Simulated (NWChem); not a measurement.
# Run report: CH4O, energy and gradient calculation (part 2 of 3)

Continued. System: CH4O. Method: B3LYP/6-31G*, RKS (NWChem 7.3.0). The geometry comes from this level: PBE0-D4/def2-TZVP.

Geometry of the input (Å):
```
C  -0.0884  -0.2074  -0.2757
O  -0.1650  0.3165  1.0301
H  -0.8647  -0.9684  -0.3609
H  0.8788  -0.6836  -0.4792
H  -0.2727  0.5544  -1.0434
H  0.5121  0.9885  1.1291
```

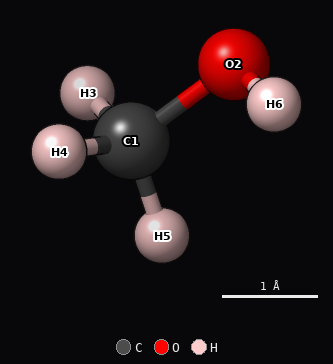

*The input geometry (ball-and-stick view, seen at a tilt; atoms are numbered from 1 in the order of the input).*

## What the program printed, continued
```
 Vector    1  Occ=2.000000D+00  E=-1.913830D+01
              MO Center= -1.6D-01,  3.2D-01,  1.0D+00, r^2= 1.5D-02
   Bfn.  Coefficient  Atom+Function         Bfn.  Coefficient  Atom+Function
  ----- ------------  ---------------      ----- ------------  ---------------
    16      0.992798  2 O  s                 17      0.026066  2 O  s

 Vector    2  Occ=2.000000D+00  E=-1.022292D+01
              MO Center= -8.8D-02, -2.1D-01, -2.8D-01, r^2= 2.8D-02
   Bfn.  Coefficient  Atom+Function         Bfn.  Coefficient  Atom+Function
  ----- ------------  ---------------      ----- ------------  ---------------
     1      0.992887  1 C  s                  2      0.049054  1 C  s

 Vector    3  Occ=2.000000D+00  E=-1.014390D+00
              MO Center= -4.0D-02,  3.4D-01,  8.2D-01, r^2= 5.9D-01
   Bfn.  Coefficient  Atom+Function         Bfn.  Coefficient  Atom+Function
  ----- ------------  ---------------      ----- ------------  ---------------
    17      0.451221  2 O  s                 21      0.422728  2 O  s
    16     -0.202324  2 O  s                  2      0.140167  1 C  s
    37      0.132386  6 H  s                  5      0.095940  1 C  pz
    20     -0.084022  2 O  pz                18      0.076231  2 O  px
     1     -0.074993  1 C  s                  6      0.061756  1 C  s

 Vector    4  Occ=2.000000D+00  E=-6.798295D-01
              MO Center= -7.8D-02, -1.2D-01, -9.7D-02, r^2= 1.5D+00
   Bfn.  Coefficient  Atom+Function         Bfn.  Coefficient  Atom+Function
  ----- ------------  ---------------      ----- ------------  ---------------
     2      0.360341  1 C  s                  6      0.326854  1 C  s
     1     -0.179448  1 C  s                 21     -0.169623  2 O  s
    20     -0.142551  2 O  pz                31      0.141633  3 H  s
    19     -0.140158  2 O  py                17     -0.136122  2 O  s
    33      0.130873  4 H  s                 35      0.130870  5 H  s

 Vector    5  Occ=2.000000D+00  E=-5.049664D-01
              MO Center=  2.0D-02,  1.9D-01,  3.8D-01, r^2= 1.5D+00
   Bfn.  Coefficient  Atom+Function         Bfn.  Coefficient  Atom+Function
  ----- ------------  ---------------      ----- ------------  ---------------
    19      0.305428  2 O  py                 5     -0.275807  1 C  pz
    18      0.248893  2 O  px                37      0.207246  6 H  s
    20      0.164658  2 O  pz                 3      0.156829  1 C  px
    23      0.152764  2 O  py                21     -0.146082  2 O  s
    22      0.130360  2 O  px                38      0.128065  6 H  s

 Vector    6  Occ=2.000000D+00  E=-4.358669D-01
              MO Center=  3.7D-02, -5.4D-02, -2.0D-01, r^2= 1.4D+00
   Bfn.  Coefficient  Atom+Function         Bfn.  Coefficient  Atom+Function
  ----- ------------  ---------------      ----- ------------  ---------------
     4     -0.295233  1 C  py                 3      0.273381  1 C  px
    33      0.201720  4 H  s                 35     -0.202241  5 H  s
    19     -0.178860  2 O  py                18      0.165569  2 O  px
    34      0.161959  4 H  s                 36     -0.162295  5 H  s
     5      0.134552  1 C  pz                 8     -0.127018  1 C  py

 Vector    7  Occ=2.000000D+00  E=-4.213384D-01
              MO Center= -3.1D-01, -2.1D-01,  1.8D-01, r^2= 1.5D+00
   Bfn.  Coefficient  Atom+Function         Bfn.  Coefficient  Atom+Function
  ----- ------------  ---------------      ----- ------------  ---------------
    20      0.340278  2 O  pz                 4     -0.296863  1 C  py
     3     -0.245750  1 C  px                31      0.237749  3 H  s
    24      0.199318  2 O  pz                32      0.176686  3 H  s
     5     -0.152069  1 C  pz                 8     -0.143451  1 C  py
    21      0.135846  2 O  s                  7     -0.128369  1 C  px

 Vector    8  Occ=2.000000D+00  E=-3.284914D-01
              MO Center= -2.1D-01,  4.9D-02,  5.4D-01, r^2= 1.7D+00
   Bfn.  Coefficient  Atom+Function         Bfn.  Coefficient  Atom+Function
  ----- ------------  ---------------      ----- ------------  ---------------
    21     -0.327769  2 O  s                 18      0.318947  2 O  px
    20     -0.308198  2 O  pz                24     -0.218763  2 O  pz
    22      0.216606  2 O  px                 3     -0.203575  1 C  px
     5      0.186203  1 C  pz                32      0.177496  3 H  s
    31      0.174744  3 H  s                 19      0.154880  2 O  py

 Vector    9  Occ=2.000000D+00  E=-2.640519D-01
              MO Center= -7.6D-02,  2.3D-01,  6.5D-01, r^2= 1.3D+00
   Bfn.  Coefficient  Atom+Function         Bfn.  Coefficient  Atom+Function
  ----- ------------  ---------------      ----- ------------  ---------------
    19     -0.413947  2 O  py                18      0.383262  2 O  px
    23     -0.323195  2 O  py                22      0.299242  2 O  px
    34     -0.193006  4 H  s                 36      0.193525  5 H  s
    20      0.188551  2 O  pz                33     -0.148626  4 H  s
    35      0.149007  5 H  s                 24      0.147219  2 O  pz

 Vector   10  Occ=0.000000D+00  E= 7.748191D-02
              MO Center=  4.9D-01,  7.7D-01,  6.9D-01, r^2= 2.8D+00
   Bfn.  Coefficient  Atom+Function         Bfn.  Coefficient  Atom+Function
  ----- ------------  ---------------      ----- ------------  ---------------
    38     -1.229861  6 H  s                 21      1.134517  2 O  s
     6      0.662759  1 C  s                  9     -0.540826  1 C  pz
    34     -0.482924  4 H  s                 36     -0.481004  5 H  s
    22      0.344816  2 O  px                32     -0.311043  3 H  s
    23      0.266496  2 O  py                 8     -0.197912  1 C  py

 Vector   11  Occ=0.000000D+00  E= 1.327228D-01
              MO Center= -1.9D-02, -2.5D-01, -5.1D-01, r^2= 3.9D+00
   Bfn.  Coefficient  Atom+Function         Bfn.  Coefficient  Atom+Function
  ----- ------------  ---------------      ----- ------------  ---------------
     6      2.404416  1 C  s                 32     -1.098145  3 H  s
    34     -1.083798  4 H  s                 36     -1.085047  5 H  s
    21     -0.733012  2 O  s                 38      0.553639  6 H  s
    24      0.235754  2 O  pz                 2      0.207135  1 C  s
     9     -0.171729  1 C  pz                22     -0.168503  2 O  px

 Vector   12  Occ=0.000000D+00  E= 1.687858D-01
              MO Center= -4.2D-01, -5.9D-01, -4.2D-01, r^2= 2.8D+00
   Bfn.  Coefficient  Atom+Function         Bfn.  Coefficient  Atom+Function
  ----- ------------  ---------------      ----- ------------  ---------------
    32      1.755214  3 H  s                  7      0.965507  1 C  px
     8      0.916555  1 C  py                34     -0.771212  4 H  s
    36     -0.758697  5 H  s                  3      0.316162  1 C  px
     4      0.284589  1 C  py                24      0.247370  2 O  pz
    38     -0.236310  6 H  s                 21     -0.168549  2 O  s

 Vector   13  Occ=0.000000D+00  E= 1.767425D-01
              MO Center=  2.8D-01, -6.5D-02, -7.3D-01, r^2= 2.8D+00
   Bfn.  Coefficient  Atom+Function         Bfn.  Coefficient  Atom+Function
  ----- ------------  ---------------      ----- ------------  ---------------
    34      1.530075  4 H  s                 36     -1.537232  5 H  s
     8      0.927723  1 C  py                 7     -0.855180  1 C  px
     9     -0.423368  1 C  pz                 4      0.320470  1 C  py
     3     -0.295564  1 C  px                23     -0.168242  2 O  py
    22      0.155480  2 O  px                 5     -0.146155  1 C  pz

 Vector   14  Occ=0.000000D+00  E= 2.097833D-01
              MO Center= -2.8D-02,  2.3D-03,  6.2D-02, r^2= 2.7D+00
   Bfn.  Coefficient  Atom+Function         Bfn.  Coefficient  Atom+Function
  ----- ------------  ---------------      ----- ------------  ---------------
     9      1.352698  1 C  pz                38     -0.891862  6 H  s
     6      0.789214  1 C  s                 21     -0.703881  2 O  s
    24      0.702440  2 O  pz                23      0.533830  2 O  py
    32     -0.464961  3 H  s                  7     -0.406211  1 C  px
    34      0.400408  4 H  s                 36      0.395365  5 H  s

 Vector   15  Occ=0.000000D+00  E= 5.376356D-01
              MO Center= -1.5D-01, -2.2D-01, -1.8D-01, r^2= 1.8D+00
   Bfn.  Coefficient  Atom+Function         Bfn.  Coefficient  Atom+Function
  ----- ------------  ---------------      ----- ------------  ---------------
     9      1.378026  1 C  pz                 5     -0.899502  1 C  pz
    21     -0.787885  2 O  s                  6      0.437501  1 C  s
     2     -0.369993  1 C  s                  7     -0.330816  1 C  px
     8      0.320528  1 C  py                20     -0.291121  2 O  pz
     4     -0.267844  1 C  py                38     -0.219310  6 H  s

 Vector   16  Occ=0.000000D+00  E= 5.666511D-01
              MO Center=  1.4D-01,  4.1D-03, -2.7D-01, r^2= 2.1D+00
   Bfn.  Coefficient  Atom+Function         Bfn.  Coefficient  Atom+Function
  ----- ------------  ---------------      ----- ------------  ---------------
     7      1.263209  1 C  px                 8      1.160646  1 C  py
     3     -0.552735  1 C  px                 4     -0.550735  1 C  py
    31      0.474545  3 H  s                 32      0.452927  3 H  s
    21     -0.239450  2 O  s                 38     -0.196131  6 H  s
    33     -0.187882  4 H  s                 35     -0.186804  5 H  s

 Vector   17  Occ=0.000000D+00  E= 5.769239D-01
              MO Center= -2.8D-01, -3.2D-01, -1.3D-01, r^2= 2.0D+00
   Bfn.  Coefficient  Atom+Function         Bfn.  Coefficient  Atom+Function
  ----- ------------  ---------------      ----- ------------  ---------------
     8     -1.218429  1 C  py                 7      1.129867  1 C  px
     9      0.554888  1 C  pz                 4      0.511955  1 C  py
     3     -0.474733  1 C  px                34     -0.422101  4 H  s
    36      0.422758  5 H  s                 33     -0.396411  4 H  s
    35      0.396905  5 H  s                  5     -0.233113  1 C  pz

 Vector   18  Occ=0.000000D+00  E= 7.897141D-01
              MO Center=  5.3D-02,  3.1D-01,  5.7D-01, r^2= 2.6D+00
   Bfn.  Coefficient  Atom+Function         Bfn.  Coefficient  Atom+Function
  ----- ------------  ---------------      ----- ------------  ---------------
    32      1.024904  3 H  s                 37      0.872190  6 H  s
     7      0.749358  1 C  px                38     -0.599078  6 H  s
     8      0.563791  1 C  py                34     -0.530175  4 H  s
    36     -0.527624  5 H  s                  3     -0.369462  1 C  px
    33      0.347632  4 H  s                 35      0.347041  5 H  s

 Vector   19  Occ=0.000000D+00  E= 8.520389D-01
              MO Center=  2.0D-01, -7.8D-02, -5.8D-01, r^2= 2.1D+00
   Bfn.  Coefficient  Atom+Function         Bfn.  Coefficient  Atom+Function
  ----- ------------  ---------------      ----- ------------  ---------------
    34      1.455442  4 H  s                 36     -1.455530  5 H  s
     8      0.995016  1 C  py                 7     -0.925241  1 C  px
    33     -0.677645  4 H  s                 35      0.678393  5 H  s
     4     -0.577122  1 C  py                 3      0.536685  1 C  px
     9     -0.453298  1 C  pz                 5      0.262979  1 C  pz

 Vector   20  Occ=0.000000D+00  E= 8.726489D-01
              MO Center= -4.1D-01, -2.0D-01,  3.8D-01, r^2= 2.5D+00
   Bfn.  Coefficient  Atom+Function         Bfn.  Coefficient  Atom+Function
  ----- ------------  ---------------      ----- ------------  ---------------
    32      1.251568  3 H  s                  7      0.860903  1 C  px
    31     -0.728889  3 H  s                  8      0.667791  1 C  py
    34     -0.596496  4 H  s                 36     -0.597823  5 H  s
    24      0.502536  2 O  pz                 3     -0.477521  1 C  px
    18      0.441803  2 O  px                22     -0.427810  2 O  px

 Vector   21  Occ=0.000000D+00  E= 9.068228D-01
              MO Center=  5.2D-02, -1.0D-01, -3.3D-01, r^2= 2.2D+00
   Bfn.  Coefficient  Atom+Function         Bfn.  Coefficient  Atom+Function
  ----- ------------  ---------------      ----- ------------  ---------------
    21      0.826262  2 O  s                 33     -0.732032  4 H  s
    35     -0.731578  5 H  s                  6     -0.683874  1 C  s
    34      0.618279  4 H  s                 36      0.617790  5 H  s
    31     -0.531731  3 H  s                 38     -0.438978  6 H  s
    17     -0.425493  2 O  s                  2      0.390009  1 C  s

 Vector   22  Occ=0.000000D+00  E= 9.569297D-01
              MO Center= -2.1D-01,  1.3D-01,  7.3D-01, r^2= 2.8D+00
   Bfn.  Coefficient  Atom+Function         Bfn.  Coefficient  Atom+Function
  ----- ------------  ---------------      ----- ------------  ---------------
     6      2.292234  1 C  s                 21      1.272447  2 O  s
    32     -0.931191  3 H  s                  2     -0.893867  1 C  s
    38     -0.842571  6 H  s                 17     -0.777175  2 O  s
    24      0.631858  2 O  pz                37      0.545907  6 H  s
    34     -0.435039  4 H  s                 36     -0.436126  5 H  s

 Vector   23  Occ=0.000000D+00  E= 9.766248D-01
              MO Center= -1.7D-01,  2.8D-01,  9.7D-01, r^2= 1.6D+00
   Bfn.  Coefficient  Atom+Function         Bfn.  Coefficient  Atom+Function
  ----- ------------  ---------------      ----- ------------  ---------------
    23     -0.833197  2 O  py                22      0.770479  2 O  px
    19      0.630809  2 O  py                18     -0.583461  2 O  px
     8      0.389212  1 C  py                24      0.379304  2 O  pz
     7     -0.360543  1 C  px                20     -0.287287  2 O  pz
    33      0.228803  4 H  s                 35     -0.229358  5 H  s
```
